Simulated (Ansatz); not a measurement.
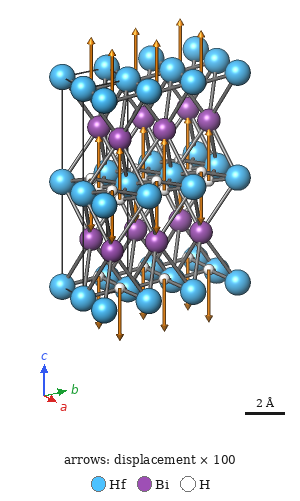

This is a relaxation of a crystal of HfBiH2 (a generated structure, set up in P6_3/mmc). The starting structure is drawn; orange arrows show the displacements (the part carried along by the change of the cell is left out), 100 times their true length.

Style: ball-and-stick. Shown: the cell of the calculation, repeated 2 × 3 × 1 with one cell outlined, slightly off an axis.

Theory: Ansatz, DFT PBE, scalar-relativistic, plane waves, PAW. Settings: plane-wave cutoff 420 eV; k-point mesh 12 × 12 × 4; occupations gaussian; smearing width 0.1 eV; no spin polarisation; cell and atoms relaxed; force threshold 0.01 eV/Å; at most 80 steps.

Q: Describe the change and its energy.

A: The largest moves relative to the cell, 0.028 Å, are those of H atoms. Hf and Bi stay in place. Cell: a = b 3.442 → 3.467 Å (+0.7 %), c 10.990 → 10.777 Å (−1.9 %). Volume −0.5 %. Among the contacts that change: Bi–Hf 3.391 → 3.356 Å, Hf–Hf 3.442 → 3.467 Å, H–Hf 2.031 → 2.038 Å. The space group stays P6_3/mmc (No. 194). The energy falls by 1.2 meV per atom in 3 accepted moves (4 points after the start). The largest force component goes from 0.02 to 0.00095 eV/Å. The pressure goes from 0.23 to −0.01 GPa. At 1 point the geometry stayed and the basis and grid were re-selected for the new cell (energy shift of less than 0.05 meV per atom at most each time). Cost: 110 s on 1 thread of Arm Neoverse V1, on a shared host, peak memory 0.55 GiB.
